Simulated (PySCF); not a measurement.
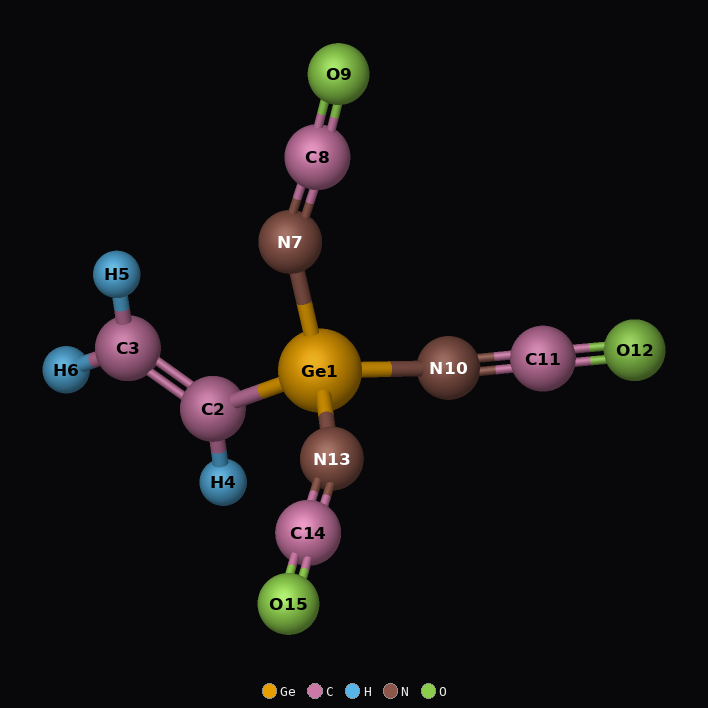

The geometry was computed by an optimisation with PBE0-D3(BJ)/def2-SVP. No frequency run is at hand to confirm it as a minimum. Properties computed with delta-SCF UKS SCAN, pcX-2 on the ionised atom (unc-x2c-TZVPall on a metal), pcseg-1 elsewhere, spin-free X2C (PySCF 2.14.0).

Give the core-electron binding energies (to vacuum) of C2 1s, C3 1s, N7 1s, C8 1s, O9 1s.

```json
{"atom": "C2", "level": "1s", "binding energy (eV)": "291.3"}
{"atom": "C3", "level": "1s", "binding energy (eV)": "291.4"}
{"atom": "N7", "level": "1s", "binding energy (eV)": "405.6"}
{"atom": "C8", "level": "1s", "binding energy (eV)": "295.1"}
{"atom": "O9", "level": "1s", "binding energy (eV)": "539.6"}
```
